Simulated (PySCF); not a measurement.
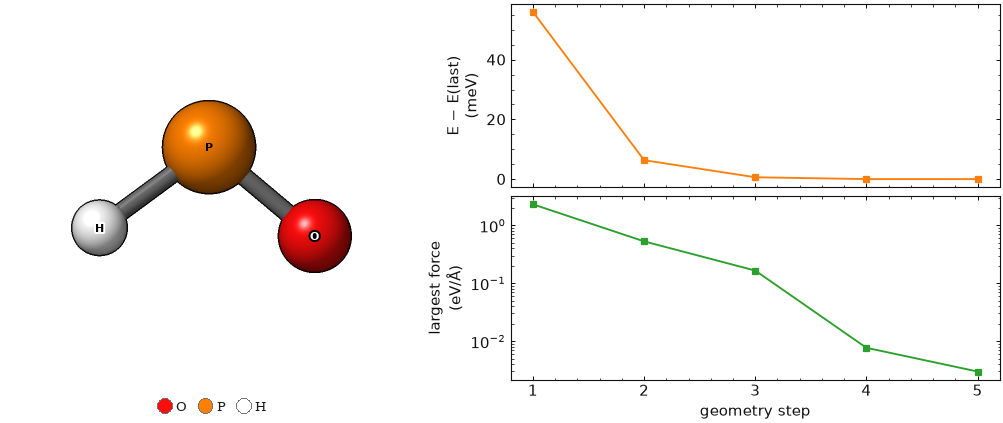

Beside the plot: the molecule at the start.

History of a geometry optimisation. The run: HPO, by PySCF, PBE0-D3(BJ)/def2-SVP, geometry optimisation.

The optimisation met its thresholds at geometry 5, counting the start as the first. The energy fell by about 56 meV from the first step to the last. The largest force goes from about 2.3 eV/Å at the start to 3 × 10⁻³ eV/Å at the end.
